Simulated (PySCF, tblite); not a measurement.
# C₆H₁₂BNS: geometry, infrared bands and NMR shifts

Wanted: the infrared bands and NMR shifts of C₆H₁₂BNS (`CB(C)[C@@H](C#N)[C@H](C)S`), by calculation.

Computed with tblite 0.8.0 and PySCF 2.14.0, with density-fitted response routines of our own, on a single molecule in the gas phase. Atoms are numbered from 0 throughout.

### 1 The starting structure

21 atoms, charge 0, multiplicity 1; geometry from: force field or distance geometry start.

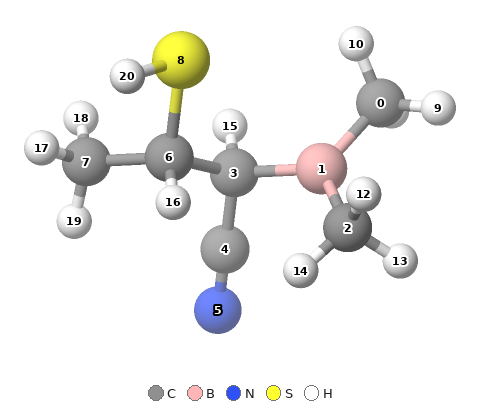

The starting geometry (carbon grey, boron pink, nitrogen blue, sulfur yellow, hydrogen white), atoms numbered.

### 2 Geometry optimisation with GFN2-xTB

What the job is given:

```
{"job": {"kind": "relax", "xc": "GFN2-xTB", "basis": "xTB"}, "charge": 0, "multiplicity": 1}
C     -2.428900    -0.979000    -0.039100
B     -1.301000     0.136300     0.002500
C     -1.552700     1.489900     0.802400
C      0.108600    -0.139700    -0.727900
C      0.286200     0.877000    -1.752200
N      0.422700     1.684500    -2.580600
C      1.302200    -0.159000     0.269000
C      2.640800    -0.419700    -0.437100
S      1.071500    -1.461700     1.546100
H     -3.338500    -0.631800     0.521100
H     -2.066100    -1.915100     0.421000
H     -2.719300    -1.174600    -1.092700
H     -1.763300     1.270200     1.877700
H     -2.440700     2.003400     0.360100
H     -0.687100     2.175800     0.726700
H      0.047700    -1.134900    -1.211100
H      1.372700     0.824000     0.792500
H      3.460700    -0.476200     0.298100
H      2.595800    -1.383500    -0.989600
H      2.872700     0.396500    -1.147100
H      2.107100    -0.965500     2.359600
```

On the command line:

```bash
> OMP_NUM_THREADS=1 python probes_run.py task.json out
```

One launch serves the whole session: the jobs run in the order shown.

**Question.** This job is followed by: GFN2-xTB harmonic vibrations, gas phase; GIAO PBE0/pcSseg-1 NMR shielding, non-relativistic, gas phase. What will the session give for the following? strongest single infrared mode (GFN2-xTB); zero-point energy (GFN2-xTB); 13C shifts against TMS (PBE0/pcSseg-1, means over atoms taken as alike); 1H shifts against TMS (PBE0/pcSseg-1, means over atoms taken as alike); 11B shifts against BF3·OEt2 (PBE0/pcSseg-1); 15N shifts against NH3 (PBE0/pcSseg-1); 33S shifts against CS2 (PBE0/pcSseg-1).

As calculated:

| quantity | value |
| --- | --- |
| strongest single infrared mode (GFN2-xTB) | 2394 cm⁻¹, 276 km/mol |
| zero-point energy (GFN2-xTB) | 104.0 kcal/mol |
| 13C shifts against TMS (PBE0/pcSseg-1, means over atoms taken as alike) | 123.6, 42.5, 34.0, 30.9, 15.0 ppm |
| 1H shifts against TMS (PBE0/pcSseg-1, means over atoms taken as alike) | 3.42, 2.22, 1.98, 1.67, 1.13 ppm |
| 11B shifts against BF3·OEt2 (PBE0/pcSseg-1) | 85.2 ppm |
| 15N shifts against NH3 (PBE0/pcSseg-1) | 301.3 ppm |
| 33S shifts against CS2 (PBE0/pcSseg-1) | -28 ppm |

In words: Relaxing lowered the energy by 0.282 eV in 60 steps; the close pair that moved most is S8–H20, from 1.407 to 1.332 Å. The lowest mode is slightly imaginary (5i cm⁻¹), a soft motion within the noise of the Hessian, so the minimum is not strictly shown. The strongest single mode, at 2394 cm⁻¹, moves mainly C4 and N5. Unscaled tight-binding wavenumbers are off by several per cent, some by more. Its intensities can rank the bands wrongly. C4 (nitrile carbon) lies farthest downfield among carbon, at 123.6 ppm; this is the usual window of a C≡N carbon, which has no attached hydrogen. At PBE0/pcSseg-1: The widest tensor belongs to N5: span 500 ppm, with a paramagnetic part of -375 ppm.
